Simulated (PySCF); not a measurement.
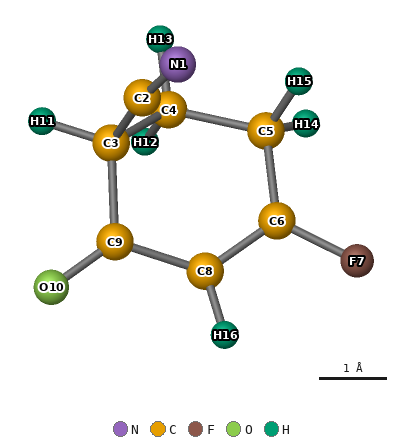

Fig. 1: The input geometry (ball-and-stick view, seen at a tilt; atoms are numbered from 1 in the order of the input). Bond lengths as drawn: C–C 1.35 to 1.51 Å, C–F 1.36 Å, C–H 1.08 to 1.18 Å, C–N 1.14 Å and C–O 1.21 Å.

# NMR shielding calculation, with input and output: C₇H₆FNO

The run: NMR shielding calculation of C₇H₆FNO. Method and program: GIAO PBE0/pcSseg-1 NMR shielding, non-relativistic, gas phase (PySCF 2.14.0).

The geometry comes from this level: GFN2-xTB, MD frame at 250 fs, 300 K. It belongs to a series of runs on one base structure; here: MD frame at 250 fs, 300 K. Figures and captions count atoms from 1; the log counts them from 0 in places.

**What the program printed**
```
coarse grid: 14560 points
cycle   1  E = -499.2340156833  dE =  1.887e+00  |g| = 9.809e-01  |ddm| = 3.887e+00
cycle   2  E = -498.4372258165  dE =  7.968e-01  |g| = 2.195e+00  |ddm| = 3.418e+00
cycle   3  E = -499.4254045672  dE = -9.882e-01  |g| = 2.104e-01  |ddm| = 2.716e+00
cycle   4  E = -499.4328989530  dE = -7.494e-03  |g| = 1.071e-01  |ddm| = 2.605e-01
cycle   5  E = -499.4348407056  dE = -1.942e-03  |g| = 2.790e-02  |ddm| = 9.163e-02
cycle   6  E = -499.4350026902  dE = -1.620e-04  |g| = 9.347e-03  |ddm| = 2.854e-02
cycle   7  E = -499.4350193688  dE = -1.668e-05  |g| = 3.472e-03  |ddm| = 8.493e-03
cycle   8  E = -499.4350219573  dE = -2.588e-06  |g| = 1.202e-03  |ddm| = 4.302e-03
final grid: 144496 points
cycle   9  E = -499.5107074030  dE = -2.783e-05  |g| = 1.341e-02  |ddm| = 3.745e-02
cycle  10  E = -499.5105934709  dE =  1.139e-04  |g| = 2.785e-02  |ddm| = 3.424e-02
cycle  11  E = -499.5107424884  dE = -1.490e-04  |g| = 2.608e-03  |ddm| = 2.475e-02
cycle  12  E = -499.5107438055  dE = -1.317e-06  |g| = 6.224e-04  |ddm| = 2.205e-03
cycle  13  E = -499.5107438596  dE = -5.416e-08  |g| = 3.112e-04  |ddm| = 6.009e-04
cycle  14  E = -499.5107438786  dE = -1.895e-08  |g| = 1.007e-04  |ddm| = 2.661e-04
cycle  15  E = -499.5107438803  dE = -1.762e-09  |g| = 2.570e-05  |ddm| = 9.455e-05
cycle  16  E = -499.5107438804  dE = -1.219e-10  |g| = 6.580e-06  |ddm| = 2.891e-05
```

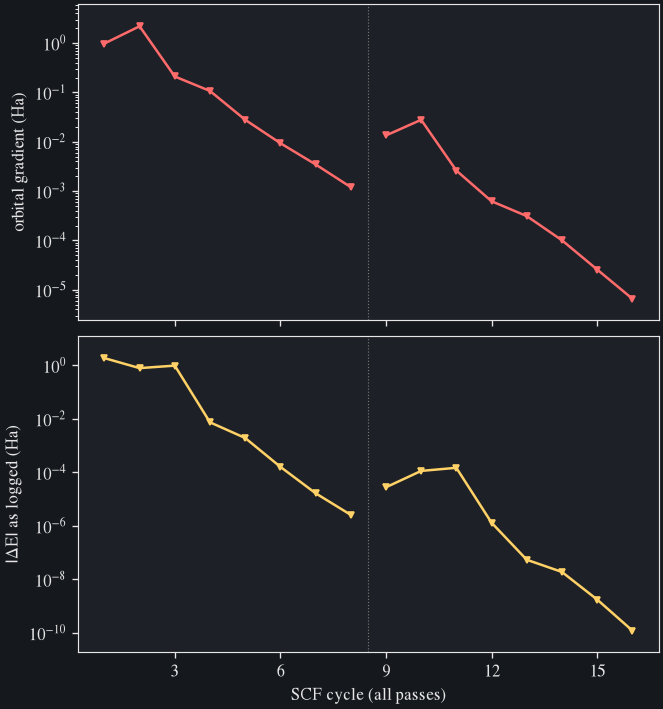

Fig. 2: Convergence of the self-consistent field: orbital gradient and size of the energy change against the SCF cycle. The dotted line marks the change from a coarse to the final integration grid. The first 8 cycles use a coarse grid, the final grid takes over at cycle 9, and the field converges after 16 cycles in all.

```
converged SCF energy = -499.5107438804

GIAO shielding tensors (ppm)
atom      isotropic    diamagn.    paramagn.     s11        s22        s33       span
  0 N      -33.777     339.652    -373.429   -201.458   -192.445    292.573    494.031
  1 C       66.021     264.615    -198.594    -48.492    -45.332    291.886    340.378
  2 C      154.889     253.698     -98.809    144.754    154.218    165.694     20.940
  3 C      157.458     245.916     -88.458    148.312    157.025    167.037     18.725
  4 C      160.606     251.959     -91.353    150.163    157.152    174.504     24.341
  5 C      -12.504     253.933    -266.437   -136.170     32.287     66.371    202.541
  6 F      231.378     474.970    -243.592    144.635    224.970    324.531    179.896
  7 C       64.993     256.723    -191.730    -19.620     77.144    137.454    157.074
  8 C       -3.072     247.765    -250.837    -93.522    -17.614    101.920    195.442
  9 O     -322.822     395.943    -718.765   -930.157   -375.180    336.871   1267.028
 10 H       28.808      29.025      -0.216     25.435     26.692     34.297      8.862
 11 H       27.733      27.552       0.181     22.721     25.831     34.649     11.928
 12 H       29.572      29.454       0.118     24.909     27.702     36.104     11.195
 13 H       29.233      28.838       0.395     24.841     27.078     35.780     10.940
 14 H       28.313      30.267      -1.953     24.453     27.041     33.447      8.994
 15 H       25.570      30.248      -4.678     22.842     24.698     29.171      6.329
```

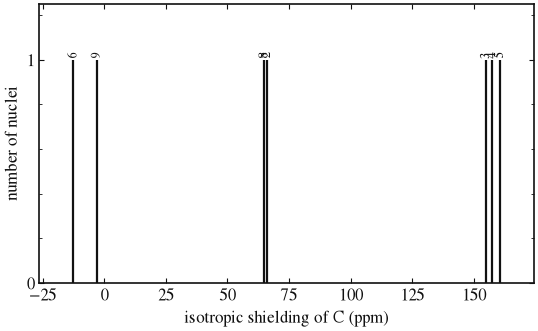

Fig. 3: Isotropic shieldings of the carbon nuclei in this fixed geometry, labelled by atom number; shielding grows to the right, so chemical shift grows to the left. The least shielded is C6 (−12.5 ppm), the most shielded C5 (160.6 ppm).

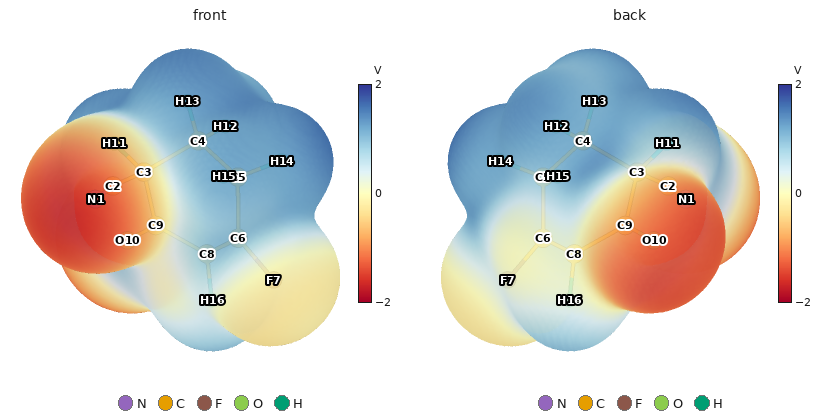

Fig. 4: The electrostatic potential painted on the density surface at 0.002 e/bohr³, seen at a tilt and from behind; the colour scale runs from red (negative) to blue (positive). A positive charge is drawn to the negative regions and a negative charge to the positive ones. Its dipole moment is 4.60 D.

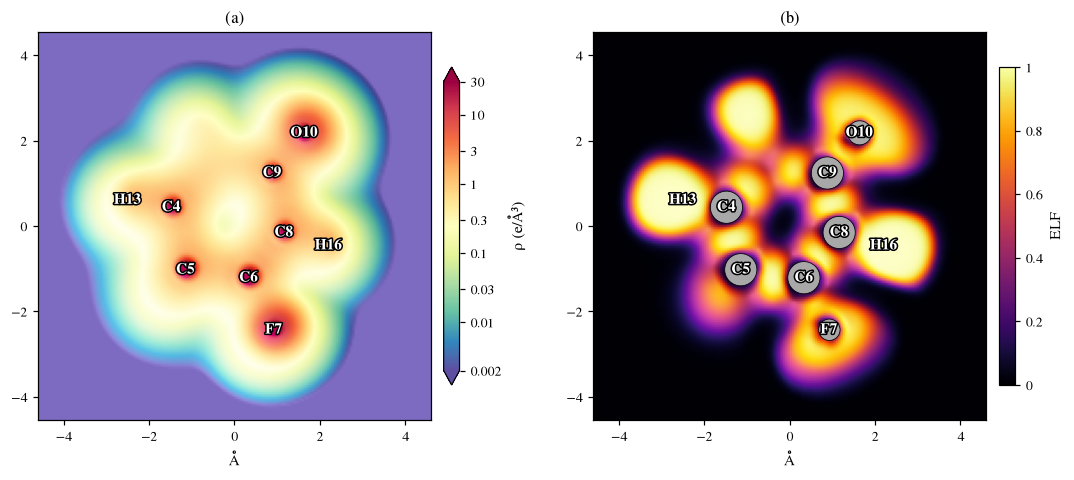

Fig. 5: (a) electron density; (b) electron localisation function on the plane of atoms C5, C6 and F7. Grey discs, where drawn, cover atomic cores. C–C (1.35 Å): ρ is about 2.3 e/Å³ halfway; the ELF peaks at about 0.95 between the atoms (a double or triple bond). C–H (1.08 Å): ρ at the midpoint is about 2.1 e/Å³; the ELF climbs to about 1 towards the hydrogen, as it does in any bond to H (a covalent bond by its length). C–C (1.45 Å): ρ is about 1.9 e/Å³ halfway; the ELF peaks at about 0.95 between the atoms (localised, shared-pair bonding).

This output came from the following input.

**Input**
```
{"job": {"kind": "nmr", "xc": "PBE0", "basis": "pcSseg-1", "pop": false}, "charge": 0, "multiplicity": 1}
N     -2.476700     0.294900    -1.627400
C     -2.105100     0.351500    -0.554100
C     -1.445600     0.320600     0.724200
C     -0.850500    -1.063700     0.844800
C      0.181200    -1.379200    -0.207600
C      1.003000    -0.170500    -0.495500
F      2.082100    -0.182500    -1.319800
C      0.785600     0.982800     0.173000
C     -0.432700     1.416000     0.832200
O     -0.625200     2.462600     1.410800
H     -2.257400     0.484100     1.440000
H     -0.330400    -1.182300     1.894400
H     -1.624800    -1.810400     0.828200
H      0.802900    -2.240300    -0.007000
H     -0.302000    -1.718200    -1.139400
H      1.468400     1.769800    -0.157100
```

The first line tells a small driver script what to run in PySCF; the rest is the geometry in Å.

Launched with:
```bash
OMP_NUM_THREADS=1 python <driver script> task.json out
```

**Results in brief**

- outcome: converged
- total energy: −499.510744 hartree
- HOMO: −8.08 eV
- LUMO: −2.26 eV
- dipole moment: 4.60 D
- isotropic shielding, N: −33.8 ppm
- isotropic shielding, C: −12.5 to 160.6 ppm
- isotropic shielding, F: 231.4 ppm
- isotropic shielding, O: −322.8 ppm
- isotropic shielding, H: 25.6 to 29.6 ppm
- hardware: 1 CPU thread, shared host
- wall time: 1.8 min
- peak memory: 0.88 GiB
